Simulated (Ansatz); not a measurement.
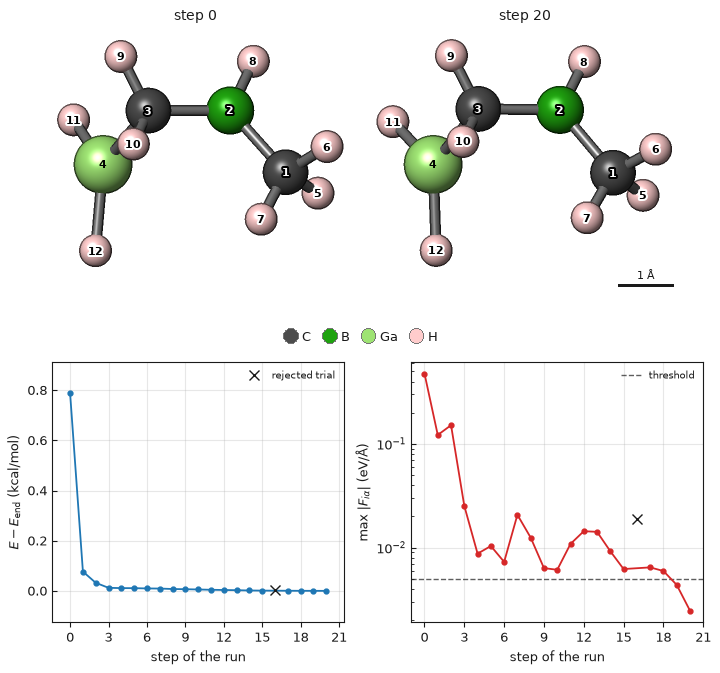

First and last geometry of a relaxation of C₂H₈BGa, with the history of the run. A ball-and-stick model, seen at a tilt.

The start comes from PBE-D4/def2-SVP.

Theory: RKS PBE0-D4/def2-TZVP in Ansatz.

The input:
```yaml
crystal:
  periodic: [false, false, false]
  atoms:
    - {symbol: C, position_ang: [-1.305136, 1.184766, 0.279441]}
    - {symbol: B, position_ang: [-0.705315, -0.253667, 0.504569]}
    - {symbol: C, position_ang: [0.795493, -0.531772, 0.706283]}
    - {symbol: Ga, position_ang: [1.433927, -0.834632, -1.174441]}
    - {symbol: H, position_ang: [-1.983158, 1.219210, -0.601146]}
    - {symbol: H, position_ang: [-1.968738, 1.409771, 1.146615]}
    - {symbol: H, position_ang: [-0.563788, 2.005502, 0.200859]}
    - {symbol: H, position_ang: [-1.476351, -1.206404, 0.462103]}
    - {symbol: H, position_ang: [1.045396, -1.481061, 1.221521]}
    - {symbol: H, position_ang: [1.402251, 0.328809, 1.057615]}
    - {symbol: H, position_ang: [1.465272, -2.303742, -1.756244]}
    - {symbol: H, position_ang: [1.937347, 0.408218, -2.013176]}
basis:
  gaussian: {orbitals: def2-TZVP}
hamiltonian: {xc: pbe0, dispersion: d4}
relax: {f_tol: 0.005, max_steps: 150}
```

Launched with:
```bash
ansatz run in.yaml --threads 4 --pin off --events-out ev --progress --plain --max-ram 10444MiB
```

Read the history and describe the run.

It converged. After 19 accepted moves (20 points after the start) the energy has fallen by 0.79 kcal/mol. The largest force component goes from 0.48 to 0.0025 eV/Å. The line search rejected the trial step at point 16 of the run. The largest move after the best rigid fit is that of H12, 0.23 Å. Largest moves by element: H 0.23 Å, C 0.05 Å, Ga 0.02 Å, B 0.02 Å. Some distances before and after: B2–H8 1.226 → 1.206 Å, C1–H7 1.109 → 1.093 Å, C1–H5 1.112 → 1.096 Å, B2–C3 1.540 → 1.527 Å. The run took 67 s on 4 threads of Arm Neoverse V1 (shared host).
